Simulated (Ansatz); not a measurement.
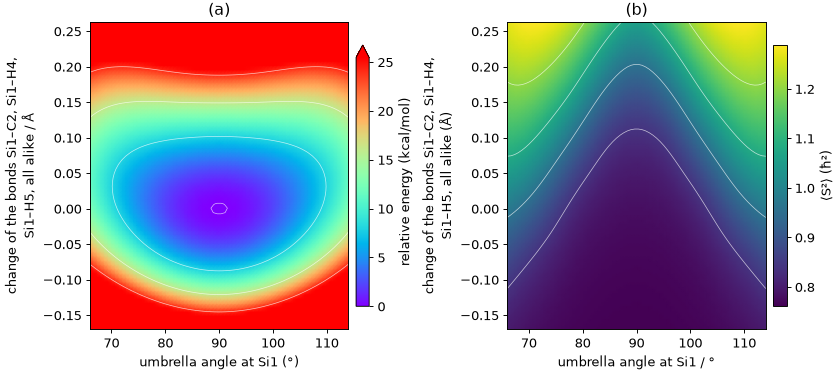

CH₂ClSi, SMILES [SiH2]=[C]Cl, spin multiplicity 2. The first coordinate is: umbrella angle at Si1 (between each of its bonds and their common axis; 90 is planar); the second: change of the bonds Si1–C2, Si1–H4, Si1–H5, all alike. Nothing is relaxed (all other coordinates rigid). Grid: 9 × 9 points; 45 points were computed and 36 follow by symmetry. Points are written as (first, second). Energies: kcal/mol, counted from the lowest grid point. In part of the range the unrestricted reference is strongly spin-contaminated. All numbers below come from UKS wB97X-V/def2-SVP in Ansatz.

Panel (a) is the energy and panel (b) the computed ⟨S²⟩ on the same grid.

Drawn: a smooth colour map with a few white contour lines, one colour for all values above the top of the scale. Between grid points the surface is interpolated.

How does the ⟨S²⟩ vary over the map, and what is it at the lowest grid point?

Answer. Leaving out the highest fifth of the energies, it runs from 0.76 ħ² at (90°, −0.170 Å) to 1.23 ħ² at (66°, 0.209 Å). At the lowest grid point, (90°, −0.008 Å), it is 0.78 ħ².
